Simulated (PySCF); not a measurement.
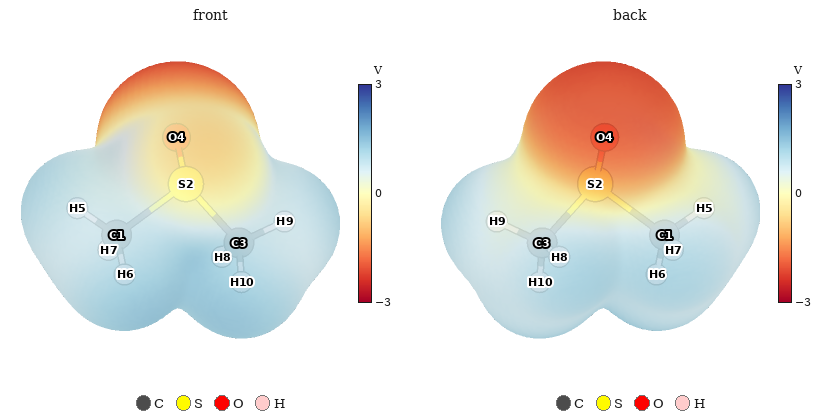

Figure 1: C$_{2}$H$_{6}$OS (dimethyl sulfoxide). The molecular electrostatic potential painted on the density surface at 0.002 e/bohr³, seen from the front and from behind; the colour scale runs from red (negative) to blue (positive).

Geometry: GFN2-xTB.

All numbers below come from PBE0/def2-SVPD, SCF density, gas phase in PySCF 2.14.0.

```xyz
10

C    -1.2856    0.1557   -0.4699
S    -0.0786   -1.0606    0.2312
C     1.3721    0.0830    0.1057
O    -0.3910   -1.1600    1.6554
H    -2.2675   -0.3059   -0.4480
H    -1.0006    0.3761   -1.4922
H    -1.2909    1.0531    0.1388
H     1.1754    0.9829    0.6776
H     2.2338   -0.4312    0.5189
H     1.5418    0.3116   -0.9400
```

Question: Describe the electrostatic potential map.

Answer: The most negative region (about −2.1 V) lies over O4, the most positive (about +1.4 V) over S2, H6 and H10. O4 is the likeliest acceptor of a hydrogen bond.

Question: How polar is the molecule by this calculation?

Answer: Its dipole moment is 3.92 D.
